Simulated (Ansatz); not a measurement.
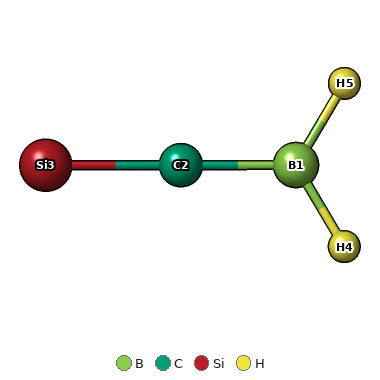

The system is CH2BSi, SMILES BC#[Si], spin multiplicity 2; the picture shows the reference structure. First axis: bond length B1–H5. Second axis: angle H5–B1–H4. Nothing is relaxed (all other coordinates rigid). The scan uses a 15 × 15 grid. All energies are given in eV relative to the relaxed molecule at the same level. The calculation used UKS PBE0-D4/def2-TZVP in Ansatz 0.2.0.

Its coordinates:

```xyz
5

B     0.4817   -0.3764   -0.2922
C    -0.5499    0.4293    0.3337
Si   -1.7620    1.3764    1.0688
H     0.1969   -1.3905   -0.8692
H     1.6333   -0.0388   -0.2411
```

Range: bond length B1–H5 from 1.009 to 1.561 Å; angle H5–B1–H4 from 74.0 to 164.0°.

What will the energy surface look like?

Answer. The lowest grid point is at bond length B1–H5 = 1.206 Å, angle H5–B1–H4 = 119.0°, 0.00 eV from the relaxed molecule at the same level. No other kind of well shows on this grid. The highest grid point, bond length B1–H5 = 1.561 Å, angle H5–B1–H4 = 74.0°, lies 1.75 eV above the lowest. Round the minimum the two coordinates are nearly uncoupled.

| angle H5–B1–H4 ↓, bond length B1–H5 → | 1.009 | 1.048 | 1.088 | 1.127 | 1.167 | 1.206 | 1.246 | 1.285 | 1.325 | 1.364 | 1.404 | 1.443 | 1.482 | 1.522 | 1.561 |
| --- | --- | --- | --- | --- | --- | --- | --- | --- | --- | --- | --- | --- | --- | --- | --- |
| 164.0 | 1.71 | 1.43 | 1.22 | 1.08 | 0.99 | 0.94 | 0.92 | 0.94 | 0.98 | 1.03 | 1.10 | 1.18 | 1.27 | 1.37 | 1.48 |
| 157.6 | 1.45 | 1.18 | 0.99 | 0.85 | 0.77 | 0.73 | 0.72 | 0.75 | 0.79 | 0.86 | 0.94 | 1.02 | 1.12 | 1.23 | 1.34 |
| 151.2 | 1.21 | 0.95 | 0.76 | 0.64 | 0.56 | 0.53 | 0.53 | 0.56 | 0.61 | 0.68 | 0.77 | 0.86 | 0.97 | 1.08 | 1.20 |
| 144.7 | 1.00 | 0.75 | 0.56 | 0.44 | 0.37 | 0.35 | 0.35 | 0.39 | 0.45 | 0.53 | 0.62 | 0.72 | 0.82 | 0.94 | 1.07 |
| 138.3 | 0.83 | 0.58 | 0.40 | 0.28 | 0.22 | 0.20 | 0.21 | 0.25 | 0.32 | 0.40 | 0.49 | 0.60 | 0.71 | 0.83 | 0.96 |
| 131.9 | 0.70 | 0.46 | 0.28 | 0.17 | 0.11 | 0.09 | 0.11 | 0.15 | 0.22 | 0.30 | 0.40 | 0.51 | 0.63 | 0.75 | 0.88 |
| 125.4 | 0.62 | 0.38 | 0.20 | 0.10 | 0.04 | 0.02 | 0.04 | 0.09 | 0.16 | 0.25 | 0.35 | 0.46 | 0.58 | 0.71 | 0.84 |
| 119.0 | 0.59 | 0.35 | 0.18 | 0.07 | 0.01 | 0.00 | 0.02 | 0.07 | 0.14 | 0.23 | 0.34 | 0.45 | 0.57 | 0.70 | 0.83 |
| 112.6 | 0.61 | 0.37 | 0.20 | 0.09 | 0.04 | 0.02 | 0.04 | 0.09 | 0.17 | 0.26 | 0.36 | 0.47 | 0.59 | 0.72 | 0.86 |
| 106.2 | 0.68 | 0.43 | 0.26 | 0.16 | 0.10 | 0.09 | 0.11 | 0.16 | 0.23 | 0.32 | 0.43 | 0.54 | 0.65 | 0.78 | 0.92 |
| 99.7 | 0.79 | 0.55 | 0.38 | 0.27 | 0.22 | 0.20 | 0.22 | 0.27 | 0.34 | 0.43 | 0.53 | 0.64 | 0.76 | 0.89 | 1.02 |
| 93.3 | 0.95 | 0.71 | 0.54 | 0.43 | 0.37 | 0.36 | 0.37 | 0.42 | 0.49 | 0.57 | 0.68 | 0.78 | 0.90 | 1.02 | 1.15 |
| 86.9 | 1.15 | 0.91 | 0.74 | 0.63 | 0.57 | 0.55 | 0.57 | 0.61 | 0.68 | 0.76 | 0.86 | 0.96 | 1.07 | 1.19 | 1.32 |
| 80.4 | 1.40 | 1.15 | 0.98 | 0.86 | 0.80 | 0.78 | 0.80 | 0.84 | 0.90 | 0.98 | 1.07 | 1.17 | 1.28 | 1.40 | 1.52 |
| 74.0 | 1.67 | 1.42 | 1.24 | 1.13 | 1.07 | 1.04 | 1.05 | 1.09 | 1.15 | 1.23 | 1.32 | 1.42 | 1.52 | 1.63 | 1.75 |

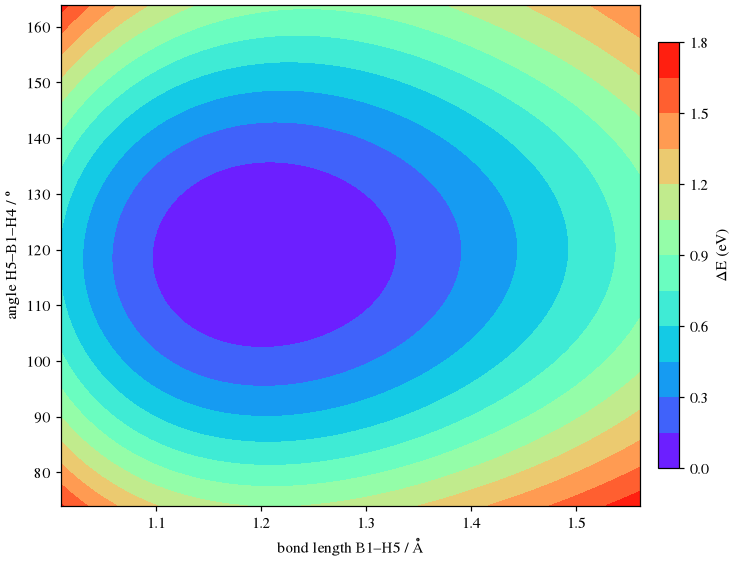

Drawn: filled contours. Between grid points the surface is interpolated.

The whole map (225 points run) took 10 min on 1 thread of Intel(R) Xeon(R) 6975P-C (Granite Rapids), on a shared host.
